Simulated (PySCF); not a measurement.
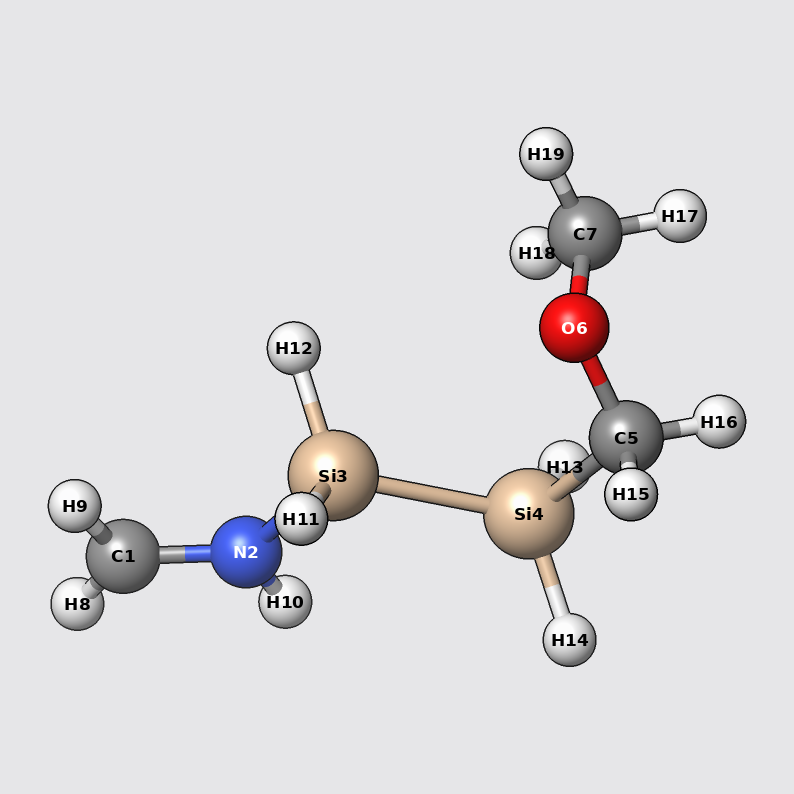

The species is neutral and a spin doublet. The computed structure is the end point of a GFN2-xTB optimisation. No frequency run is at hand to confirm it as a minimum. Method: UKS B3LYP, pcH-1 on C H N O Si, non-relativistic (PySCF 2.14.0). Fermi-contact and spin-dipolar terms alone, no spin-orbit part.

### Which nucleus has the largest dipolar (anisotropic) hyperfine coupling?

13C at C1: principal values −69.3, −68.6, 137.8 MHz.

List the isotropic and dipolar parts for the most strongly coupled nuclei, one of each equivalent set.

| atom | isotope | a_iso (MHz) | dipolar part (MHz) |
| --- | --- | --- | --- |
| C1 | 13C | 68.9 | −69.3, −68.6, 137.8 |
| H8 | 1H | −56.6 | −34.4, 1.5, 32.9 |
| H9 | 1H | −56.0 | −34.0, 1.2, 32.8 |
| N2 | 14N | 3.4 | −10.6, −9.8, 20.4 |
| H10 | 1H | −13.3 | −11.6, −5.1, 16.7 |
| H12 | 1H | 22.3 | −2.3, −2.0, 4.3 |
| H11 | 1H | 23.8 | −2.3, −1.9, 4.2 |
| Si3 | 29Si | 8.5 | −4.0, 1.9, 2.1 |

The geometry is semi-empirical. Around Si such bond lengths and angles can be off by a tenth of an ångström or more and by several degrees, and values that hang on the shape move with them.
